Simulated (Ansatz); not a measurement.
# AlH3SO (SMILES [OH][AlH][SH]) at 4 levels

Aim: a comparison of 4 runs (HF/STO-3G, B3LYP/6-31G*, PBE0/def2-SVP, MP2/6-31+G*) of AlH3SO. 

The calculation is run with Ansatz 0.2.0.

4 further runs of the same task are left out: 2 that didn't finish, 2 set aside as unsound or not needed.

### 1 The system as given

AlH3SO has 6 atoms, charge 0, and is taken as a singlet. As SMILES, `[OH][AlH][SH]`. The shape is that of a PBE0-D4/def2-TZVP optimisation. This is one conformer, not always the lowest.

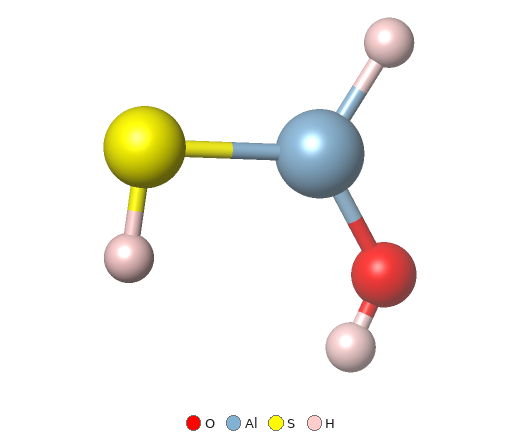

Viewed from a chosen angle; oxygen red, aluminium light blue, sulfur yellow, hydrogen pink.

### 2 Energy and forces at HF/STO-3G (run 1)

molecule.yaml reads:

```yaml
basis:
  gaussian: {orbitals: STO-3G}
crystal:
  periodic: [false, false, false]
  atoms:
    - {symbol: O, position_ang: [-1.108900, -0.531100, -0.885000]}
    - {symbol: Al, position_ang: [0.267100, 0.390800, -0.551000]}
    - {symbol: S, position_ang: [1.228200, 0.385700, 1.412200]}
    - {symbol: H, position_ang: [-1.564400, -1.105800, -0.273700]}
    - {symbol: H, position_ang: [0.868700, 1.276400, -1.698100]}
    - {symbol: H, position_ang: [0.351400, -0.480000, 1.949300]}
total_charge: 0
hamiltonian: {xc: hf}
accuracy: high
output: {forces: true, orbitals: {seedname: orbitals}}
```

Launch:

```console
ansatz run molecule.yaml --threads 1 --pin off --max-ram 2610MiB --events-out events.jsonl --progress --plain --runs-dir runs
```

The program printed:

```text
Warning: RAYON_NUM_THREADS=1 ignored (pool sized by the plan → 1); use --threads N
Functional definition: HF
  name "HF"
  exchange = exact_x
  correlation = 0
481 factors; integrals over basis functions are off by at most 3.0e-8 eV
mean field evaluation 1: about -19258.4179 eV, gradient 2.6e1 eV
mean field evaluation 2: about -19258.4468 eV, gradient 2.6e1 eV
mean field evaluation 4: about -19261.0434 eV, gradient 1.1e0 eV
mean field evaluation 8: about -19261.0485 eV, gradient 1.2e-5 eV
mean field -19261.04851015 eV, -707.8304771405 hartree, gradient 1.6e-8 eV, S^2 0.000000; 0 other end points of the search recorded, 0 dependent functions left out
the calculation of the forces begins
reference -19261.04851015 eV, -707.8304771405 hartree; 20, 20 occupied and 6, 6 virtual orbitals, 481 factors
Total energy: -19261.04851015 eV, -707.8304771405 hartree
Atom 0 at    -1.108900    -0.531100    -0.885000 Å, force     1.562398     1.825399    -1.701698 eV/Å
Atom 1 at     0.267100     0.390800    -0.551000 Å, force     0.568553     0.379635     0.120459 eV/Å
Atom 2 at     1.228200     0.385700     1.412200 Å, force    -1.379150    -0.481195    -1.506543 eV/Å
Atom 3 at    -1.564400    -1.105800    -0.273700 Å, force    -0.206731    -0.762434     1.620867 eV/Å
Atom 4 at     0.868700     1.276400    -1.698100 Å, force    -0.966360    -1.329482     1.597736 eV/Å
Atom 5 at     0.351400    -0.480000     1.949300 Å, force     0.421290     0.368077    -0.130820 eV/Å
Dipole moment:    -0.178094    -0.141537     0.020240 e Å
```

Wall time 0.4 s (1 thread of Arm Neoverse V2, shared host).

### 3 Energy and gradient at B3LYP/6-31G(d) (spherical functions) (run 2)

job.yaml reads:

```yaml
crystal:
  periodic: [false, false, false]
  atoms:
    - symbol: O
      position_ang: [-1.108900, -0.531100, -0.885000]
    - symbol: Al
      position_ang: [0.267100, 0.390800, -0.551000]
    - symbol: S
      position_ang: [1.228200, 0.385700, 1.412200]
    - symbol: H
      position_ang: [-1.564400, -1.105800, -0.273700]
    - symbol: H
      position_ang: [0.868700, 1.276400, -1.698100]
    - symbol: H
      position_ang: [0.351400, -0.480000, 1.949300]
basis:
  gaussian:
    orbitals: 6-31G_st_-spherical.json
output: {forces: true, orbitals: {seedname: orbitals}}
accuracy: high
hamiltonian:
  xc: {name: B3LYP}
```

The basis set 6-31G* is read from a file made from the Basis Set Exchange's data (not shown).

Launch:

```console
ansatz run job.yaml --threads 1 --pin off --max-ram 2610MiB --events-out events.jsonl --progress --plain --runs-dir runs
```

The program printed, cut to the lines that bear on the results:

```text
Warning: RAYON_NUM_THREADS=1 ignored (pool sized by the plan → 1); use --threads N
Functional definition: B3LYP
  name "B3LYP"
[...]
1150 factors; integrals over basis functions are off by at most 3.9e-9 eV
[...]
mean field -19530.41202423 eV, -717.7294037016 hartree, gradient 2.1e-8 eV, S^2 0.000000; 0 other end points of the search recorded, 0 dependent functions left out
[...]
reference -19530.41206140 eV, -717.7294050678 hartree; 20, 20 occupied and 36, 36 virtual orbitals, 1150 factors
Total energy: -19530.41206140 eV, -717.7294050678 hartree
Atom 0 at    -1.108900    -0.531100    -0.885000 Å, force    -0.208855    -0.003803    -0.410595 eV/Å
Atom 1 at     0.267100     0.390800    -0.551000 Å, force     0.324712     0.291110    -0.127502 eV/Å
Atom 2 at     1.228200     0.385700     1.412200 Å, force     0.214584     0.116453     0.127771 eV/Å
Atom 3 at    -1.564400    -1.105800    -0.273700 Å, force    -0.234525    -0.285418     0.286233 eV/Å
Atom 4 at     0.868700     1.276400    -1.698100 Å, force     0.009132     0.023352    -0.040857 eV/Å
Atom 5 at     0.351400    -0.480000     1.949300 Å, force    -0.105048    -0.141694     0.164950 eV/Å
Dipole moment:    -0.278322    -0.268413     0.155122 e Å
```

It took 5.7 s on 1 thread of Arm Neoverse V2, shared host; peak memory 0.17 GiB.

### 4 Energy and gradient at PBE0/def2-SVP (run 3)

molecule.yaml reads:

```yaml
crystal:
  periodic: [false, false, false]
  atoms:
    - symbol: O
      position_ang: [-1.108900, -0.531100, -0.885000]
    - symbol: Al
      position_ang: [0.267100, 0.390800, -0.551000]
    - symbol: S
      position_ang: [1.228200, 0.385700, 1.412200]
    - symbol: H
      position_ang: [-1.564400, -1.105800, -0.273700]
    - symbol: H
      position_ang: [0.868700, 1.276400, -1.698100]
    - symbol: H
      position_ang: [0.351400, -0.480000, 1.949300]
basis:
  gaussian:
    orbitals: def2-SVP
hamiltonian:
  xc: {name: PBE0}
accuracy: high
output: {forces: true, orbitals: {seedname: orbitals}}
```

Launch:

```console
ansatz run molecule.yaml --threads 1 --pin off --max-ram 2610MiB --events-out events.jsonl --progress --plain --runs-dir runs
```

The program printed, cut to the lines that bear on the results:

```text
Warning: RAYON_NUM_THREADS=1 ignored (pool sized by the plan → 1); use --threads N
Functional definition: PBE0
  name "PBE0"
[...]
1300 factors; integrals over basis functions are off by at most 3.9e-9 eV
[...]
mean field -19514.40639464 eV, -717.1412076634 hartree, gradient 2.7e-8 eV, S^2 0.000000; 0 other end points of the search recorded, 0 dependent functions left out
[...]
reference -19514.40639711 eV, -717.1412077540 hartree; 20, 20 occupied and 45, 45 virtual orbitals, 1300 factors
Total energy: -19514.40639711 eV, -717.1412077540 hartree
Atom 0 at    -1.108900    -0.531100    -0.885000 Å, force    -0.140892    -0.074108    -0.083721 eV/Å
Atom 1 at     0.267100     0.390800    -0.551000 Å, force     0.269728     0.205837    -0.012255 eV/Å
Atom 2 at     1.228200     0.385700     1.412200 Å, force     0.133526     0.116410    -0.036501 eV/Å
Atom 3 at    -1.564400    -1.105800    -0.273700 Å, force    -0.160113    -0.143201     0.056887 eV/Å
Atom 4 at     0.868700     1.276400    -1.698100 Å, force     0.013580     0.027920    -0.043861 eV/Å
Atom 5 at     0.351400    -0.480000     1.949300 Å, force    -0.115829    -0.132857     0.119451 eV/Å
Dipole moment:    -0.258228    -0.265281     0.187685 e Å
```

Run time: 5.4 s. Hardware: 1 thread of Arm Neoverse V2, shared host; peak memory 0.19 GiB.

### 5 Energy and gradient at MP2/6-31+G(d) (spherical functions) (run 4)

job.yaml reads:

```yaml
crystal:
  periodic: [false, false, false]
  atoms:
    - {symbol: O, position_ang: [-1.108900, -0.531100, -0.885000]}
    - {symbol: Al, position_ang: [0.267100, 0.390800, -0.551000]}
    - {symbol: S, position_ang: [1.228200, 0.385700, 1.412200]}
    - {symbol: H, position_ang: [-1.564400, -1.105800, -0.273700]}
    - {symbol: H, position_ang: [0.868700, 1.276400, -1.698100]}
    - {symbol: H, position_ang: [0.351400, -0.480000, 1.949300]}
basis:
  gaussian:
    orbitals: 6-31+G_st_-spherical.json
correlation:
  method: mp2
  frozen_orbitals: {Al: 5, H: 0, O: 1, S: 5}
accuracy: high
output: {forces: true, orbitals: {seedname: orbitals}}
```

The basis set 6-31+G* is read from a file made from the Basis Set Exchange's data (not shown).

Launch:

```console
ansatz run job.yaml --threads 1 --pin off --max-ram 2610MiB --events-out events.jsonl --progress --plain --runs-dir runs
```

The program printed, cut to the lines that bear on the results:

```text
Warning: RAYON_NUM_THREADS=1 ignored (pool sized by the plan → 1); use --threads N
[... 2 set-up lines as earlier in the session ...]
[...]
1343 factors; integrals over basis functions are off by at most 3.7e-9 eV
[...]
mean field -19486.52084570 eV, -716.1164326411 hartree, gradient 1.9e-8 eV, S^2 0.000000; 0 other end points of the search recorded, 0 dependent functions left out
11 core orbitals not correlated: weight in the atoms' cores, before any rotation towards them, 1.000 or more for the frozen orbitals, at most 0.000 for the correlated occupied ones
reference -19486.52084570 eV, -716.1164326411 hartree; 9, 9 occupied and 48, 48 virtual orbitals, 1343 factors
second order -9.67463291 eV of doubles, -0.00000000 eV of singles
[...]
Total energy: -19496.19547860 eV, -716.4719688427 hartree
Atom 0 at    -1.108900    -0.531100    -0.885000 Å, force    -0.419904    -0.131734    -0.498126 eV/Å
Atom 1 at     0.267100     0.390800    -0.551000 Å, force     0.861278     0.615532     0.095693 eV/Å
Atom 2 at     1.228200     0.385700     1.412200 Å, force    -0.059000    -0.029518    -0.037132 eV/Å
Atom 3 at    -1.564400    -1.105800    -0.273700 Å, force    -0.438689    -0.477511     0.384807 eV/Å
Atom 4 at     0.868700     1.276400    -1.698100 Å, force     0.030262     0.036052    -0.031658 eV/Å
Atom 5 at     0.351400    -0.480000     1.949300 Å, force     0.026054    -0.012822     0.086415 eV/Å
Dipole moment:    -0.250905    -0.258371     0.184253 e Å
```

Run time: 4.2 s. Hardware: 1 thread of Arm Neoverse V2, shared host; peak memory 0.19 GiB.

### 6 Overview of the runs

| run | level | frozen core orbitals | energy (Eh) | dipole moment (D) | HOMO energy (eV) | LUMO energy (eV) | wall time |
| --- | --- | --- | --- | --- | --- | --- | --- |
| 1 | HF/STO-3G | – | -707.830477 | 1.10 | -6.74 | 9.33 | 0.4 s |
| 2 | B3LYP/6-31G* (spherical functions) | – | -717.729405 | 2.00 | -7.40 | -0.62 | 5.7 s |
| 3 | PBE0/def2-SVP | – | -717.141208 | 1.99 | -7.64 | -0.36 | 5.4 s |
| 4 | MP2/6-31+G* (spherical functions) | 11 | -716.471969 | 1.94 | -10.60 | 1.11 | 4.2 s |

### 7 What came out

| quantity | value |
| --- | --- |
| run 4: total energy | -716.47197 Eh |
| run 4: dipole moment (correlated density) | 1.94 D |
| run 4: HOMO energy (Hartree–Fock orbitals) | -10.60 eV |
| run 4: LUMO energy (Hartree–Fock orbitals) | 1.11 eV |
| run 4: HOMO–LUMO gap (Hartree–Fock orbitals) | 11.71 eV |
| run 4: correlation energy (11 core orbitals frozen) | -355.5 mEh |
| run 4: largest force on an atom | 1.063 eV/Å |

**Reading.** The dipole moment (its size) runs from 1.10 D (HF/STO-3G) to 2.00 D (B3LYP/6-31G*). The two ends differ in method and basis. Over runs 1, 2, 3 the HOMO–LUMO gap runs from 6.78 eV (B3LYP/6-31G*) to 16.07 eV (HF/STO-3G). Totals of different functionals can't be ranked against each other. In run 1 the basis is minimal, so the values are rough. All runs together took 16 s, the longest 5.7 s.
